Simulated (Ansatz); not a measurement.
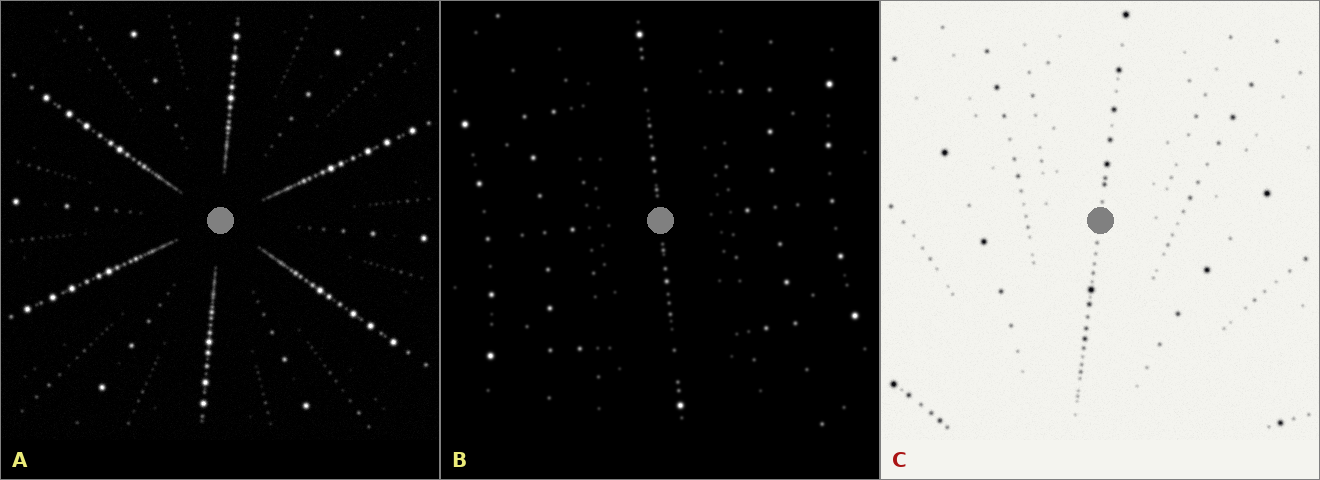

Simulated back-reflection Laue patterns (white X-rays, 0.45 to 2.2 Å, flat plate covering ±45° about the beam, kinematic intensities, seen from the source). Crystal: Lu, space group P6_3/mmc (No. 194), a = 3.508 Å, c = 11.038 Å (hexagonal axes). Structure: coordinates from a relaxation at fixed volume with Ansatz 0.2.0, DFT HSE06, scalar-relativistic, plane waves, PAW; the starting structure was generated, so it need not be a known form of this composition.

| atom | site | symmetry | x | y | z |
| --- | --- | --- | --- | --- | --- |
| Lu | 2a | -3m. | 0.0000 | 0.0000 | 0.0000 |
| Lu | 2c | -6m2 | 0.3333 | 0.6667 | 0.2500 |

### The directions [001], [210], [211] point towards the source, in some order. Which is which?

A: [001], symmetry 6mm (a sixfold axis with mirror lines). B: [210], symmetry 2mm (a twofold axis with two mirror lines). C: [211], symmetry m (one mirror line). The Laue class is 6/mmm.
